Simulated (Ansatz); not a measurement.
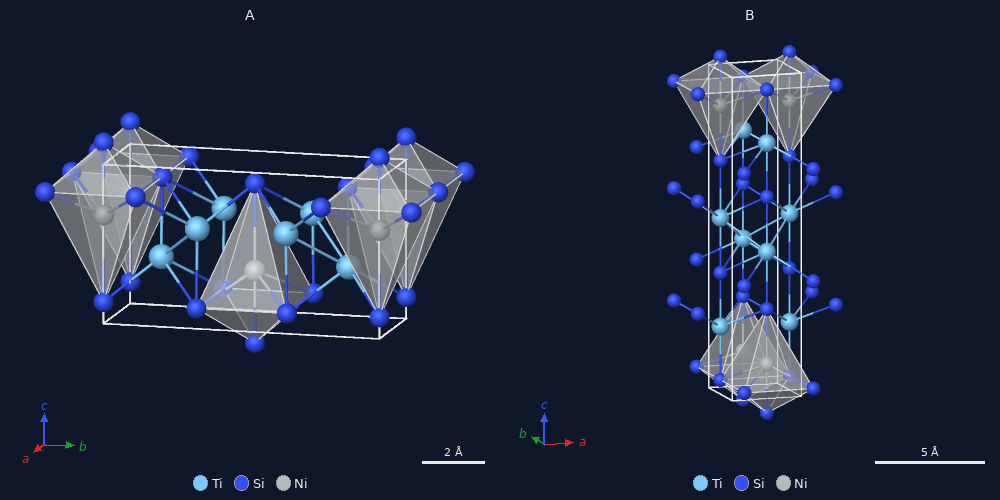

Two structures of Ti$_{2}$Si$_{3}$Ni, each relaxed to rest (conventional cells in solid outline, small ones repeated, not to one scale). Method: DFT PBE, scalar-relativistic, plane waves, PAW in Ansatz 0.2.0, without spin polarisation (spin-restricted runs, not always the ground states).

**What are the two structures?**

A: 12 atoms a cell on a primitive orthorhombic lattice, Pmmn. B: 12 atoms a cell on a primitive tetragonal lattice, P4/nmm.

**Which structure wins energetically, and by what margin?**

A is lower, by 84 meV/atom at this level of theory (energies at zero smearing). Volumes: A 13.8, B 14.4 Å³/atom.

One or both may be structure types tried for this composition rather than known phases.
